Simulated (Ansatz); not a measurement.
# ZrGe (model cell, started as rocksalt type): from the cell to its phonons, part 3 of 3

Aim: the vibrations of ZrGe (model cell, started as rocksalt type), their spectra, and whether the structure is stable.

Ansatz 0.2.0; DFT PBEsol, scalar-relativistic, plane waves, PAW.

So far, highest frequency on the path or at a solved wavevector (cm⁻¹): step 5 (response at finite wavevector) 252. The relaxed cell has a = 5.412 Å (conventional setting).

The structure was built from a prototype and need not be the compound's stable phase.

## 6. The same by displaced supercells

Finite displacements in a 2×2×2 supercell give force constants from forces alone. They are exact at the wavevectors that the supercell holds, where they check the linear-response result.

Input file input.yaml:

```yaml
crystal:
  lattice:
    - [0.0, 2.7059586679, 2.7059586679]
    - [2.7059586679, 0.0, 2.7059586679]
    - [2.7059586679, 2.7059586679, 0.0]
  atoms:
    - { symbol: Zr, position: [0.0, 0.0, 0.0] }
    - { symbol: Ge, position: [0.5, 0.5, 0.5] }
kpoints:
  mp_grid: { grid: [16, 16, 16] }
hamiltonian:
  xc: pbesol
scf:
  occupations: { method: methfessel_paxton, width: 0.2 }
output:
  eigenvalues: true
phonons:
  method: fd
  supercell: [2, 2, 2]
  temperatures: { t_max: 1000, t_step: 50 }
  qpath:
    path:
      - [[0.0, 0.0, 0.0], [0.5, 0.0, 0.5], [0.625, 0.25, 0.625]]
      - [[0.375, 0.375, 0.75], [0.0, 0.0, 0.0], [0.5, 0.5, 0.5], [0.5, 0.25, 0.75], [0.5, 0.0, 0.5]]
    npoints: 10
```

Launch:

```
> ansatz run input.yaml --threads 8 --pin off --max-ram 14336MiB --backend cpu --events-out ev --progress --plain --runs-dir out
```

Numbers of over 12 decimals in the logs are rounded to 6 here.

The log of the run:

```text
[...]
Crystal: 16 atoms, lattice volume = 317.018 Å³
Basis set: ecut = 420 eV, 6183 PW (Γ), exchange–correlation on 108×108×108 points (8 copies of the dense FFT grid, shifted against one another)
Bands: 126, of which v1, the nominal top of the filled ones, is band 104 counted from 1 (103 counted from 0)
Symmetry: 384 space group operations
k-points: 29 of 512
[...]
SCF iter   1: F=—  HF=-67070.047872 eV  |F-HF|=—  |Δ(HF+E_count)|=         —  Δρ=1.42e-7  dr2=2.94e-11  ethr=1.00e-12  ⟨swp⟩=3.0  Hψ=9277  notcnv=0
[...]
SCF iter   2: F=-67070.047872 eV  HF=-67070.047872 eV  |F-HF|=1.46e-11  |Δ(HF+E_count)|=  1.46e-11  S|Δr|=    0.00e0  Δρ=5.33e-8  dr2=6.02e-12  ethr=1.00e-12  ⟨swp⟩=3.5  Hψ=9136  notcnv=0
SCF 1 converged in 2 iterations: F = -67070.047872 eV  dr2 = 6.02e-12
[...]
Crystal: 2 atoms, lattice volume = 39.627 Å³
Basis set: ecut = 420 eV, 749 PW (Γ), exchange–correlation on 54×54×54 points (8 copies of the dense FFT grid, shifted against one another)
Bands: 17, of which v1, the nominal top of the filled ones, is band 13 counted from 1 (12 counted from 0)
Symmetry: 48 space group operations
k-points: 145 of 4096
[...]
SCF iter   2: F=-8383.755984 eV  HF=-8383.755984 eV  |F-HF|=1.09e-11  |Δ(HF+E_count)|=   2.55e-6  S|Δr|=    0.00e0  Δρ=1.03e-7  dr2=1.56e-12  ethr=1.00e-12  ⟨swp⟩=5.2  Hψ=8173  notcnv=0
SCF 2 converged in 2 iterations: F = -8383.755984 eV  dr2 = 1.56e-12
[...]
Symmetry: 8 space group operations
k-points: 59 of 512 (time reversal used)
[...]
SCF iter   9: F=-67070.047838 eV  HF=-67070.047838 eV  |F-HF|=1.46e-11  |Δ(HF+E_count)|=  1.46e-11  S|Δr|=    0.00e0  Δρ=2.26e-8  dr2=1.47e-12  ethr=1.00e-12  ⟨swp⟩=4.6  Hψ=24561  notcnv=0
SCF 3 converged in 9 iterations: F = -67070.047838 eV  dr2 = 1.47e-12
[...]
SCF iter   8: F=-67070.047839 eV  HF=-67070.047839 eV  |F-HF|=0.00e0  |Δ(HF+E_count)|=    0.00e0  S|Δr|=    0.00e0  Δρ=2.49e-8  dr2=1.94e-12  ethr=1.00e-12  ⟨swp⟩=5.1  Hψ=27919  notcnv=0
SCF 4 converged in 8 iterations: F = -67070.047839 eV  dr2 = 1.94e-12
SCF converged after 2 iterations
[...]
Free energy (F): -67070.047872 eV
[...]
Internal energy: -67070.053807 eV  (E = F + TS)
E sigma→0 (E₀):  -67070.049356 eV
Entropy (-TS):   0.005936 eV (0.371 meV/atom)
Fermi energy:    13.197394 eV
[...]
--- Band table (eV; the first three rows and the last of 29) ---
  k-point 0: bands = [... 100 lower, 13.3334, 13.4992, 13.4992, 13.4992, 13.4992, 13.4992, 13.4992, 14.1811, ... 18 higher]
  k-point 1: bands = [... 100 lower, 13.2479, 13.2479, 13.3091, 13.3091, 13.4628, 13.4628, 13.4628, 13.8865, ... 18 higher]
  k-point 2: bands = [... 100 lower, 12.7568, 12.7568, 12.9601, 12.9601, 13.5001, 13.5001, 13.5001, 13.7687, ... 18 higher]
  k-point 28: bands = [... 100 lower, 11.8937, 11.8937, 11.8937, 11.8937, 13.8613, 13.8613, 13.8613, 13.8613, ... 18 higher]
--- Phonons: 2 displaced members + reference (amplitude 0.0025 Å, Σ member SCF iterations 17) ---
  symmetry images taken by strict's conditions (phonons.symmetry_images: auto; settled by no image being taken that strict refuses)
  ASR residual: 6.845e-5 → 0.000e0 eV/Å²; symmetrization residual: 9.729e-5 eV/Å²
  largest component of a force at the reference: 2.1e-28 eV/Å
  ASR residual per site (eV/Å²): 6.84e-5 1.79e-5
  Γ frequencies (cm⁻¹): 0.00 0.00 0.00 252.20 252.20 252.20
[...]
```

Run time: 1.7 min. Hardware: 8 threads of AMD EPYC 7R43, shared host; peak memory 3.2 GiB; 13 min of CPU time.

This step gave:

| Quantity | Value |
| --- | --- |
| atoms in the supercell | 16 |
| sum-rule residual before enforcement | 6.84e-5 eV/Å² |

Interpolated from a 2×2×2 supercell, rough between the solved points. The phonon branches at the labelled points (cm⁻¹):

```
    point  branch 1  branch 2  branch 3  branch 4  branch 5  branch 6
        Γ         0         0         0       252       252       252
        X        99        99       101       239       239       242
        U       107       126       145       223       233       245
jump to K       107       126       145       223       233       245
        Γ         0         0         0       252       252       252
        L       167       167       198       198       218       219
        W       108       108       177       197       244       244
        X        99        99       101       239       239       242
```

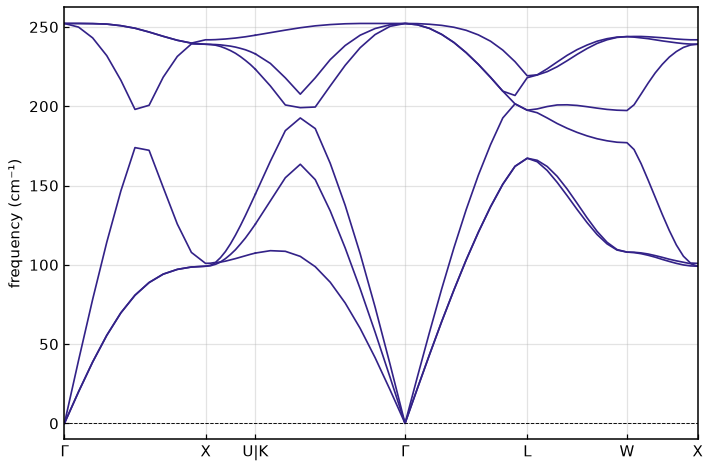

Phonon branches along the path.

The phonon density of states has structure finer than the step of the table below, so its rows give means over 20 cm⁻¹, whole bins alone (the curve runs from 1 to 253 cm⁻¹). Peaks (cm⁻¹: height): 109.0: 0.0631, 201.0: 0.0568, 243.0: 0.120.

Tetrahedra on a 20×20×20 mesh, mean over bins of 2 cm-1. Interpolated from a 2×2×2 supercell, rough between the solved points. The phonon density of states by wavenumber; means over each step:

| wavenumber (cm⁻¹) | phonon density of states (1/cm⁻¹/cell) |
| --- | --- |
| 20 | 2.3e-4 |
| 40 | 0.00110 |
| 60 | 0.00289 |
| 80 | 0.00696 |
| 100 | 0.0294 |
| 120 | 0.0348 |
| 140 | 0.0269 |
| 160 | 0.0239 |
| 180 | 0.0211 |
| 200 | 0.0277 |
| 220 | 0.0406 |
| 240 | 0.0778 |

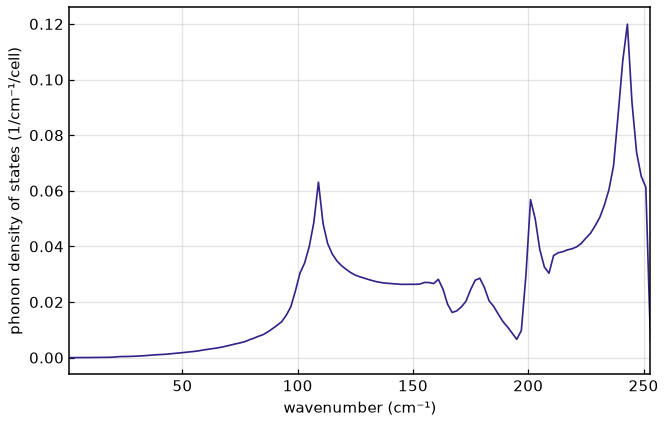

Phonon density of states, plotted against wavenumber.

At Γ the two methods differ by at most 0.0 cm⁻¹.

## 7. Summary of results

- space group after relaxation (within 0.01 Å): Fm-3m
- volume per atom: 19.8 Å³
- electronic character: no gap on this mesh
- highest optical mode at the zone centre (no LO-TO term): 252 cm⁻¹
- lowest optical zone-centre mode: 252 cm⁻¹
- lowest mode on the q mesh (acoustic modes at Γ apart): 64.6 cm⁻¹
- highest frequency on the path or at a solved wavevector: 252 cm⁻¹
- zero-point energy per atom: 33.7 meV
- heat capacity at 300 K: 23.3 J/(mol atoms K)
- vibrational entropy at 300 K: 30.9 J/(mol atoms K)
- Debye temperature (second moment): 353 K
- imaginary modes on the 4×4×4 q mesh: none

In words: The structure is a minimum as far as tested: no mode is imaginary at the 8 irreducible wavevectors of the 4×4×4 mesh, and the softest away from the acoustic zeros lies at 65 cm⁻¹. The optical modes at Γ form one degenerate level at 252 cm⁻¹. Finite displacements and linear response differ by 0.0 cm⁻¹ in the highest zone-centre mode. With no gap, or one that is small against the smearing, the frequencies hang on the k mesh and the smearing, most of all near Kohn anomalies. The starting cell was built on a prototype and not taken from a measurement, so the phase need not exist. These are harmonic frequencies at zero temperature: anharmonic shifts, linewidths and thermal expansion are left out.

[Logs are printed without paths, hosts, clocks, repeated set-up lines and the standing remarks that a program may print on its own settings, such as how far it seeks lower states.]

[Hosts, paths, dates, database ids (printed as entryN), source tags and the programs' standing remarks are cut or masked in the printed files.]
